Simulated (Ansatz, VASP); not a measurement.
# Bi2Se3 (Paraguanajuatite) in two plane-wave programs

One calculation is typed for both programs; each brings its own data sets and cutoff. How far apart do they land?

Calculated with Ansatz 0.2.0; plane waves, with VASP 6.6.1 beside it; relaxation of cell and atoms at PBEsol.

## (1) The starting structure

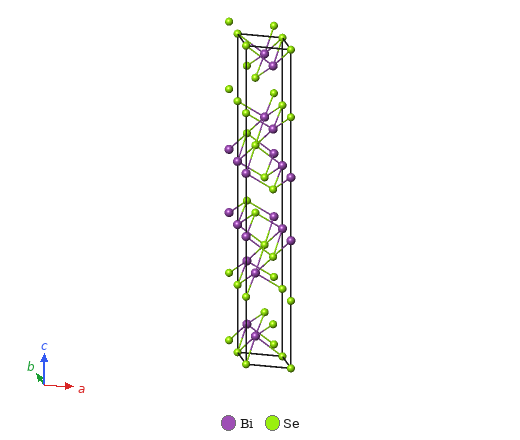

The cell as given, slightly off an axis (bismuth purple, selenium green). 1×2×1 cells are drawn. This picture shows the conventional cell, with its axes. Bonds to atoms that aren't drawn are left out. Some periodic images of atoms are drawn too.

## (2) VASP: relaxation of cell and atoms, PBEsol

The relaxed volume is the usual yardstick between codes: its relative difference is about their pressure difference at one cell divided by the bulk modulus.

Lines of VASP's logs that name or quote its potential files are left out, and so is its time.

Contents of INCAR:

```
SYSTEM = Bi2Se3
PREC = Accurate
ENCUT = 520
EDIFF = 1E-06
NELM = 100
ISMEAR = -1
SIGMA = 0.05
LREAL = .FALSE.
ALGO = Normal
GGA = PS
NBANDS = 30
LORBIT = 11
LWAVE = .FALSE.
LCHARG = .FALSE.
KPAR = 4
IBRION = 2
NSW = 60
ISIF = 3
EDIFFG = -0.01
```

Contents of POSCAR:

```
Bi2Se3
1.0
    2.0715000000      1.1959810826      9.5453333333
   -2.0715000000      1.1959810826      9.5453333333
    0.0000000000     -2.3919621653      9.5453333333
Bi Se
2 3
Direct
    0.4008000000      0.4008000000      0.4008000000
    0.5992000000      0.5992000000      0.5992000000
    0.0000000000      0.0000000000      0.0000000000
    0.2117000000      0.2117000000      0.2117000000
    0.7883000000      0.7883000000      0.7883000000
```

Contents of KPOINTS:

```
Automatic mesh
0
Gamma
6 6 6
0 0 0
```

The projector-augmented-wave data sets are Bi_d and Se (PBE family, release 64).

Launch:

```sh
$ mpirun -np 4 vasp_std
```

Numbers of over 12 decimals in the logs are rounded to 6 here.

The log of the run:

```text
[banner, memory and clock lines left out]
running    4 mpi-ranks, on    1 nodes
 distrk:  each k-point on    1 cores,    4 groups
 distr:  one band on    1 cores,    1 groups

 POSCAR found type information on POSCAR BiSe
 POSCAR found :  2 types and       5 ions
|                                                                             |
|               ----> ADVICE to this user running VASP <----                  |
|                                                                             |
|     You enforced a specific xc type in the INCAR file but a different       |
|     [... a line on the potential file left out ...]
|     I HOPE YOU KNOW WHAT YOU ARE DOING!                                     |
|                                                                             |

 LDA part: xc-table for (Slater+PW92), standard interpolation
 POSCAR, INCAR and KPOINTS ok, starting setup
 FFT: planning ... GRIDC
 FFT: planning ... GRID_SOFT
 FFT: planning ... GRID
 WAVECAR not read
 entering main loop
       N       E                     dE             d eps       ncg     rms          rms(c)
DAV:   1     0.467988610321E+03    0.46799E+03   -0.23079E+04  1920   0.166E+03
DAV:   2     0.352921150162E+02   -0.43270E+03   -0.41752E+03  1976   0.425E+02
DAV:   3    -0.202249645607E+02   -0.55517E+02   -0.52654E+02  2526   0.158E+02
DAV:   4    -0.226909396467E+02   -0.24660E+01   -0.24395E+01  2212   0.336E+01
DAV:   5    -0.227833873864E+02   -0.92448E-01   -0.92378E-01  2626   0.703E+00    0.504E+00
DAV:   6    -0.220516692277E+02    0.73172E+00   -0.11650E+00  2496   0.765E+00    0.317E+00
DAV:   7    -0.220471260700E+02    0.45432E-02   -0.33201E-01  2176   0.254E+00    0.158E+00
DAV:   8    -0.220484472955E+02   -0.13212E-02   -0.43454E-02  2490   0.114E+00    0.510E-01
DAV:   9    -0.220479009979E+02    0.54630E-03   -0.22252E-03  2374   0.445E-01    0.116E-01
DAV:  10    -0.220479788168E+02   -0.77819E-04   -0.12289E-03  2132   0.181E-01    0.485E-02
DAV:  11    -0.220480022234E+02   -0.23407E-04   -0.13924E-04  2334   0.718E-02    0.296E-02
DAV:  12    -0.220480142619E+02   -0.12038E-04   -0.30700E-05  2108   0.290E-02    0.790E-03
DAV:  13    -0.220480146276E+02   -0.36571E-06   -0.38933E-06  1840   0.183E-02
   1 F= -.22048015E+02 E0= -.22047735E+02  d E =-.220480E+02
[...]
2 F= -.22052310E+02 E0= -.22052019E+02  d E =-.429544E-02
[...]
3 F= -.22052785E+02 E0= -.22052488E+02  d E =-.477031E-02
[...]
4 F= -.22053014E+02 E0= -.22052718E+02  d E =-.229295E-03
 trial-energy change:   -0.000229  1 .order   -0.000228   -0.001475    0.001018
 step:   0.6463(harm=  0.6463)  dis= 0.00255  next Energy=   -22.053221 (dE=-0.436E-03)
 bond charge predicted
       N       E                     dE             d eps       ncg     rms          rms(c)
DAV:   1    -0.220540567555E+02   -0.10424E-02   -0.75327E-02  2922   0.216E+00    0.170E-01
DAV:   2    -0.220533660140E+02    0.69074E-03   -0.24815E-03  2458   0.499E-01    0.704E-02
DAV:   3    -0.220532149977E+02    0.15102E-03   -0.70461E-04  2616   0.279E-01    0.111E-02
DAV:   4    -0.220532187614E+02   -0.37637E-05   -0.24343E-05  2154   0.338E-02    0.735E-03
DAV:   5    -0.220532206164E+02   -0.18550E-05   -0.23247E-06  1550   0.151E-02    0.310E-03
DAV:   6    -0.220532215938E+02   -0.97742E-06   -0.91369E-07  1122   0.659E-03
   5 F= -.22053222E+02 E0= -.22052925E+02  d E =-.436653E-03
 curvature:  -0.39 expect dE=-0.521E-05 dE for cont linesearch -0.249E-08
 trial: gam= 0.00863 g(F)=  0.961E-05 g(S)=  0.367E-05 ort = 0.322E-05 (trialstep = 0.100E+01)
 search vector abs. value=  0.135E-04
 reached required accuracy - stopping structural energy minimisation
```

OUTCAR, selected parts (step 2):

```text
ion  position               nearest neighbor table
   1  0.401  0.401  0.401-   5 2.85   5 2.85   5 2.85   3 3.07   3 3.07   3 3.07
   2  0.599  0.599  0.599-   4 2.85   4 2.85   4 2.85   3 3.07   3 3.07   3 3.07
   3  0.000  0.000  0.000-   2 3.07   2 3.07   1 3.07   1 3.07   2 3.07   1 3.07
   4  0.212  0.212  0.212-   2 2.85   2 2.85   2 2.85
   5  0.788  0.788  0.788-   1 2.85   1 2.85   1 2.85

  LATTYP: Found a trigonal (rhomboedric) cell.
 ALAT       =     9.8404710987
 COS(alpha) =     0.9113725833

 Subroutine GETGRP returns: Found 12 space group operations
 (whereof 12 operations were pure point group operations)

The static configuration has the point symmetry D_3d.

 Found     32 irreducible k-points:

   k-points           NKPTS =     32   k-points in BZ     NKDIM =     32   number of bands    NBANDS=     30

   dimension x,y,z NGX =    80 NGY =   80 NGZ =   80
   dimension x,y,z NGXF=   160 NGYF=  160 NGZF=  160

   ENCUT  =  520.0 eV  38.22 Ry    6.18 a.u.  18.30 18.30 18.30*2*pi/ulx,y,z

   NELECT =      48.0000    total number of electrons

 k-points in reciprocal lattice and weights: Automatic mesh
   0.00000000  0.00000000  0.00000000       0.005
   0.16666667  0.00000000 -0.00000000       0.028
   0.33333333 -0.00000000 -0.00000000       0.028
   0.50000000  0.00000000 -0.00000000       0.014
   0.16666667  0.16666667 -0.00000000       0.028
   0.33333333  0.16666667 -0.00000000       0.056
   0.50000000  0.16666667 -0.00000000       0.056
  -0.33333333  0.16666667  0.00000000       0.056
  -0.16666667  0.16666667  0.00000000       0.028
[...]
-0.33333333  0.50000000  0.33333333       0.028
   0.50000000  0.50000000  0.50000000       0.005

 average (electrostatic) potential at core
       1-106.0118       2-106.0118       3 -52.9445       4 -53.0363       5 -53.0363

 E-fermi :   5.0079

 k-point     1 :       0.0000    0.0000    0.0000
  band No.  band energies     occupation
    ...
     20       3.0949      2.00000
     21       3.0949      2.00000
     22       3.7166      2.00000
     23       3.7166      2.00000
     24       4.9504      1.51870
     25       5.0638      0.49285
     26       6.2646      0.00000
     27       6.2646      0.00000
     28       7.0334      0.00000
     29       7.6486      0.00000
    ...

 k-point     2 :       0.1667    0.0000   -0.0000
  band No.  band energies     occupation
    ...
     20       3.0031      2.00000
     21       3.5916      2.00000
     22       3.6049      2.00000
     23       3.8141      2.00000
     24       4.2460      2.00000
     25       6.2708      0.00000
     26       6.6576      0.00000
     27       6.9633      0.00000
     28       7.1088      0.00000
     29       7.6720      0.00000
    ...

 k-point     3 :       0.3333   -0.0000   -0.0000
  band No.  band energies     occupation
    ...
     20       2.2233      2.00000
     21       2.4530      2.00000
     22       3.4300      2.00000
     23       3.6906      2.00000
     24       4.3582      2.00000
     25       5.9019      0.00000
     26       6.9281      0.00000
     27       7.2347      0.00000
     28       7.9710      0.00000
     29       8.6113      0.00000
    ...

  Total        0.0025071      0.0025071     -0.0191748      0.0000000      0.0000000      0.0000000
  in kB        0.0285617      0.0285617     -0.2184496      0.0000000      0.0000000      0.0000000
  external PRESSURE =      -0.0537754 kB  Pullay stress =       0.0000000 kB

  energy-cutoff  :      520.00
  volume of cell :      140.63
      direct lattice vectors                 reciprocal lattice vectors
     2.065097207  1.192284428  9.519596257     0.242119353  0.139787674  0.035015491
    -2.065097207  1.192284428  9.519596257    -0.242119353  0.139787674  0.035015491
     0.000000000 -2.384568856  9.519596257     0.000000000 -0.279575348  0.035015491

 POSITION                                       TOTAL-FORCE (eV/Angst)
 -----------------------------------------------------------------------------------
      0.00000     -0.00000     11.43027         0.000000     -0.000000      0.005532
      0.00000     -0.00000     17.12852        -0.000000      0.000000     -0.005532
      0.00000     -0.00000      0.00000        -0.000000      0.000000      0.000000
      0.00000     -0.00000      6.03655        -0.000000      0.000000     -0.008307
      0.00000     -0.00000     22.52224         0.000000     -0.000000      0.008307
 -----------------------------------------------------------------------------------
    total drift:                               -0.000000     -0.000000      0.000000

  FREE ENERGIE OF THE ION-ELECTRON SYSTEM (eV)
  ---------------------------------------------------
  free  energy   TOTEN  =       -22.0532215938 eV

  energy  without entropy=      -22.0526284393  energy(sigma->0) =      -22.05292502

 reached required accuracy - stopping structural energy minimisation

 total charge
# of ion       s       p       d       tot
------------------------------------------
    1        1.610   1.074   9.964  12.648
    2        1.610   1.074   9.964  12.648
    3        1.475   2.310   0.023   3.808
    4        1.493   2.247   0.023   3.764
    5        1.493   2.247   0.023   3.764
--------------------------------------------------
tot          7.682   8.953  19.996  36.631

[... 3 further parts left out ...]
```

## (3) Ansatz: relaxation of cell and atoms, PBEsol

Ansatz runs on its default PAW (the set named soft_2) files.

The same cell, functional, mesh and smearing now go to Ansatz, which takes its cutoff from its data sets.

Contents of input.yaml:

```yaml
crystal:
  lattice:
    - [2.0715, 1.1959810826, 9.5453333333]
    - [-2.0715, 1.1959810826, 9.5453333333]
    - [0.0, -2.3919621653, 9.5453333333]
  atoms:
    - { symbol: Bi, position: [0.4008, 0.4008, 0.4008] }
    - { symbol: Bi, position: [0.5992, 0.5992, 0.5992] }
    - { symbol: Se, position: [0.0, 0.0, 0.0] }
    - { symbol: Se, position: [0.2117, 0.2117, 0.2117] }
    - { symbol: Se, position: [0.7883, 0.7883, 0.7883] }
hamiltonian:
  xc: pbesol
  pseudopotentials: { kind: paw }
kpoints:
  mp_grid: { grid: [6, 6, 6] }
scf:
  occupations: { method: fermi_dirac, width: 0.05 }
relax:
  f_tol: 0.01
  max_steps: 60
  cell: { stress_tol: 0.05 }
output:
  forces: true
  stress: true
```

Launch:

```sh
$ ansatz run input.yaml --threads 4 --pin off --max-ram 9216MiB --backend cpu --events-out ev --progress --plain --runs-dir out
```

The log of the run:

```text
basis.fft_grid_basis auto: the FFT boxes are laid along the combinations [[1, 0, -1], [0, 1, -1], [0, 0, 1]] of the cell's own vectors, 4.143, 4.143 and 9.840 Å long. The dense box has 30×30×72 points. Along the cell's own vectors, as sized, it would have 72×72×72, 5.76 times as many. Of the 12 symmetry operations that the crystal satisfies within crystal.symmetry.tolerance (time reversal apart; of a slab, those that [...]
Engine: ansatz 0.2.0, aarch64-unknown-linux-gnu
Pseudopotentials: kind: paw
Pseudopotential: Bi, paw, valence charge 15, recommended cutoff 420 eV (normal), Bi.paw.azcp
Pseudopotential: Se, paw, valence charge 16, recommended cutoff 420 eV (normal), Se.paw.azcp
Functional definition: PBEsol
  exchange = pbesol_x
  correlation = pbesol_c
Crystal: 5 atoms, lattice volume = 141.890 Å³
Basis set: ecut = 420 eV, 2743 PW (Γ), FFT grids on a1−a3, a2−a3, a3, exchange–correlation on 60×60×144 points (8 copies of the dense FFT grid, shifted against one another)
Bands: 47, of which v1, the nominal top of the filled ones, is band 39 counted from 1 (38 counted from 0)
Symmetry: 12 space group operations
Space group: R-3m (ITA 166), of the structure as read, at distance tolerance 5.2e-5 Å
k-points: 32 of 216
Non-local potential: Bi, projectors of the file, l = 0: 2, l = 1: 2, l = 2: 2, l = 3: 2
Non-local potential: Se, projectors of the file, l = 0: 2, l = 1: 2, l = 2: 3, l = 3: 1
PAW form: soft (Blöchl's): semilocal exchange-correlation on the pseudo side does not see the compensation charge
PAW frozen core: Bi, regenerated for the run's functional, and the local potential with it (the file was generated under x = pbe(κ = 0.804, μ = 0.219515), c = pbe(β = 0.066725))
PAW frozen core: Se, regenerated for the run's functional, and the local potential with it (the file was generated under x = pbe(κ = 0.804, μ = 0.219515), c = pbe(β = 0.066725))
PAW one-centre angular grid: Bi, 590 points (default); XC on 64 Gauss nodes
PAW one-centre angular grid: Se, 590 points (default); XC on 64 Gauss nodes
Initial density: superposition of atomic densities (neutral atoms: chi_scale 0, normalization atom), corrected by the library's trained network
Initial wavefunctions: pseudopotential atomic-orbital guess
Functional: x = pbesol(κ = 0.804, μ = 0.123457), c = pbesol(β = 0.046)
SCF iter   1: F=—  HF=-40758.523103 eV  |F-HF|=—  |Δ(HF+E_count)|=         —  Δρ=3.19e-3  dr2=3.96e-2  ethr=1.77e-3  ⟨swp⟩=7.8  Hψ=6040  notcnv=0  defer=3
preconditioner: auto → Kerker (q_TF=auto, 2.469 Å⁻¹)  [metal: Δε(μ)=0.087 eV  Ē_g=9.318 eV  σ=0.050 eV  W_gap=0.41  n_scr=36 (ndim 8)  ℏωp=16.5 eV  f_vac=0.033  D(μ)=0.08/eV (n_scr^D=0)]
SCF iter   2: F=—  HF=-40758.514873 eV  |F-HF|=—  |Δ(HF+E_count)|=   8.23e-3  Δρ=1.59e-3  dr2=8.88e-3  ethr=5.08e-5  ⟨swp⟩=1.4  Hψ=1804  notcnv=0  defer=25
preconditioner: auto → Resta (q_TF=auto, 2.469 Å⁻¹)  ε∞=4.1  [insulator: Δε(μ)=0.119 eV  Ē_g=9.330 eV  σ=0.050 eV  W_gap=0.54  n_scr=36 (ndim 8)  ℏωp=16.5 eV  f_vac=0.031  D(μ)=0.07/eV (n_scr^D=0)  ε∞_Penn≈4.1]
SCF iter   3: F=—  HF=-40758.513476 eV  |F-HF|=—  |Δ(HF+E_count)|=   1.40e-3  Δρ=4.87e-4  dr2=3.55e-4  ethr=1.14e-5  ⟨swp⟩=2.0  Hψ=1651  notcnv=0  defer=25
SCF iter   4: F=—  HF=-40758.513504 eV  |F-HF|=—  |Δ(HF+E_count)|=   2.74e-5  Δρ=2.09e-4  dr2=1.15e-4  ethr=4.55e-7  ⟨swp⟩=2.0  Hψ=1881  notcnv=0  defer=25
SCF iter   5: F=—  HF=-40758.513519 eV  |F-HF|=—  |Δ(HF+E_count)|=   1.55e-5  Δρ=9.27e-5  dr2=3.42e-5  ethr=1.47e-7  ⟨swp⟩=2.0  Hψ=2380  notcnv=0  defer=25
SCF iter   6: F=—  HF=-40758.513534 eV  |F-HF|=—  |Δ(HF+E_count)|=   1.43e-5  Δρ=2.39e-5  dr2=1.18e-6  ethr=4.38e-8  ⟨swp⟩=2.0  Hψ=2177  notcnv=0  defer=25
SCF iter   7: F=—  HF=-40758.513535 eV  |F-HF|=—  |Δ(HF+E_count)|=   9.44e-7  Δρ=9.13e-6  dr2=1.74e-7  ethr=1.51e-9  ⟨swp⟩=2.0  Hψ=2702  notcnv=0  defer=25
SCF iter   8: F=-40758.513535 eV  HF=-40758.513535 eV  |F-HF|=1.36e-8  |Δ(HF+E_count)|=   1.54e-7  Δρ=2.62e-6  dr2=1.43e-8  ethr=1.28e-10  ⟨swp⟩=4.2  Hψ=5380  notcnv=0
SCF 1 converged in 8 iterations: F = -40758.513535 eV  dr2 = 1.43e-8
  greatest PAW one-centre occupation: 1.000 electrons in one spin orbital (limit 2), on the Se atom at site 4 (counted from 0), in its partial waves of l = 2
relax step   1: F+E_penalty+E_count = -40758.51353478 eV  Δ(F+E_penalty+E_count) = +0.000e0 eV  max|allowed force component| = 1.794e-1 eV/Å  Δτ_max = 0.0000 Å  P = -0.346 GPa  Ω = 141.890 Å³  (8 SCF iters, dr2 threshold 1.00e-7 eV, accepted)
[...]
relax step   2: F+E_penalty+E_count = -40758.51035641 eV  Δ(F+E_penalty+E_count) = +3.178e-3 eV  max|allowed force component| = 2.792e-1 eV/Å  Δτ_max = 0.0452 Å  P = +0.223 GPa  Ω = 139.914 Å³  energy of the carried Pulay correction = +2.814e-4 eV  (8 SCF iters, dr2 threshold 5.00e-7 eV, rejected (line search))
[...]
relax step   3: F+E_penalty+E_count = -40758.51860494 eV  Δ(F+E_penalty+E_count) = -5.070e-3 eV  max|allowed force component| = 3.890e-3 eV/Å  Δτ_max = 0.0140 Å  P = -0.025 GPa  Ω = 140.599 Å³  energy of the carried Pulay correction = +1.834e-4 eV  (10 SCF iters, accepted)
[...]
relax step   4: F+E_penalty+E_count = -40758.51866669 eV  Δ(F+E_penalty+E_count) = -6.175e-5 eV  max|allowed force component| = 1.958e-3 eV/Å  Δτ_max = 0.0022 Å  P = +0.001 GPa  Ω = 140.467 Å³  energy of the carried Pulay correction = +2.023e-4 eV  (5 SCF iters, dr2 threshold 8.55e-9 eV, accepted)
[...]
relax step   5: F+E_penalty+E_count = -40758.51847552 eV  Δ(F+E_penalty+E_count) = +1.912e-4 eV  max|allowed force component| = 1.997e-3 eV/Å  Δτ_max = 0.0000 Å  P = +0.001 GPa  Ω = 140.467 Å³  stress off target by 1.46e-2 GPa  SCF on the basis re-selected at this cell (its energy is not comparable with the rows above)  (6 SCF iters)
basis re-selected at this cell: Δ(F+E_penalty+E_count) = +1.912e-4 eV, ΔP = +0.000 GPa vs the last step (what re-selecting the basis moved, of the pressure what is left beyond the Pulay correction that the steps carried, after the strain that the cell walked since its last selection, with what the two solves' SCF thresholds leave and, on support functions, any second-order correction that the steps lacked; it is no m [...]
SCF converged after 6 iterations
Free energy (F): -40758.518476 eV
Harris-Foulkes:  -40758.518476 eV  (|F-HF|=7.28e-12)
Internal energy: -40758.517886 eV  (E = F + TS)
E sigma→0 (E₀):  -40758.518181 eV
Entropy (-TS):   -0.000589 eV (-0.118 meV/atom)
Fermi energy:    9.173180 eV
--- Per-component energies (eV) ---
  E_band       = -1340.230935
  E_kinetic    = 957.830530
  E_local      = -10314.542496  (includes V_loc(G=0)·N_el)
  E_nonlocal   = -650.054075
  E_hartree    = 4585.519588
  E_xc         = -611.699444
  E_vxc        = -583.666357  (∫ρ·V_xc dr)
  E_paw        = -26621.693580  (= ΣΔE_a)
  E_vpaw       = 79.165093  (= ΣTr[D̂ρ^β])
  E_aug_tail   = -0.002724  (compensation charges beyond the density's cutoff)
  E_ewald      = -8107.080541
  E_core_change = 3.204856  (= ΣΔE_core)
  E_smearing   = -0.000589  (= −TS)
  E_closure    = -0.000000  (closes the sum)
  Σ components = -40758.518476   (vs F -40758.518476, Δ=0.00e0)
--- Forces (eV/Å), atoms counted from 1 ---
  atom   1  Bi     0.00000000    -0.00000000     0.00069024
  atom   2  Bi    -0.00000000     0.00000000    -0.00069024
  atom   3  Se    -0.00000000     0.00000000     0.00000000
  atom   4  Se     0.00000000     0.00000000    -0.00199715
  atom   5  Se    -0.00000000    -0.00000000     0.00199715
  max |Σ_I F_I| component: 4.60e-31 eV/Å
--- Stress (GPa, compression-positive) ---
        0.009086       0.000000      -0.000000
        0.000000       0.009086       0.000000
       -0.000000       0.000000      -0.014566
  P = ⅓ Tr σ = 0.0012 GPa (0.012 kbar)
--- Relaxed structure (4 steps of the walk, 3 accepted, 1 SCFs on fresh bases) ---
  F+E_penalty+E_count = -40758.51847552 eV   max|allowed force component| = 1.997e-3 eV/Å   (the final SCF, on the basis selected at the relaxed cell)
  cell:  # Å, volume = 140.4671 Å³
    - [2.064681, 1.192044, 9.512136]
    - [-2.064681, 1.192044, 9.512136]
    - [0, -2.384088, 9.512136]
  atoms:
    - { symbol: Bi, position: [0.400332, 0.400332, 0.400332] }
    - { symbol: Bi, position: [0.599668, 0.599668, 0.599668] }
    - { symbol: Se, position: [0, 0, 0] }
    - { symbol: Se, position: [0.211292, 0.211292, 0.211292] }
    - { symbol: Se, position: [0.788708, 0.788708, 0.788708] }
```

Wall time 11 s (4 threads of Arm Neoverse V2, shared host); peak memory 0.59 GiB.

## (4) Comparison

Known differences besides the PAW data sets themselves: both relaxations stop at a tolerance, which leaves soft axes loose, and VASP keeps its plane-wave basis; the data sets hold 78 valence electrons in Ansatz (default PAW (the set named soft_2) files) and 48 in VASP; the cutoff is 420 eV in Ansatz and 520 eV in VASP; Ansatz makes its cores anew for this functional, VASP keeps those of its PBE data sets; VASP leaves aspherical gradient terms in its spheres out (LASPH is not set), Ansatz keeps them; Ansatz adds a Pulay correction to the stress that steers its cell, VASP none. Total energies have different zeros and are not compared.

The two programs side by side:

```tsv
quantity	Ansatz	VASP	difference
volume (Å³)	140.47	140.63	-0.12 %
edge a after relaxation, in the typed setting (Å)	9.806	9.814	-0.07 %
```

The walks stopped with 0.00 GPa left in Ansatz and -0.01 GPa in VASP; each walk ends within a tolerance, so the volume difference is uncertain by about these residues over the bulk modulus, most in soft cells.

## (5) Results

| Quantity | Value |
| --- | --- |
| difference in volume (relaxation of cell and atoms, PBEsol) | -0.12 % |

**Reading.** The difference in volume is -0.12 % (relaxation of cell and atoms, PBEsol), within the 1.2 % picked in this series as the mark of a large difference, as far as the stopping tolerances let one tell. How closely two codes agree says nothing of how well the functional describes the real material.

[Lines on the potential files, build, host, timing and source positions are cut from VASP's logs without a mark.]

[Logs are printed without paths, hosts, clocks, repeated set-up lines and the standing remarks that a program may print on its own settings, such as how far it seeks lower states.]

[Hosts, paths, dates, database ids (printed as entryN), source tags and the programs' standing remarks are cut or masked in the printed files.]
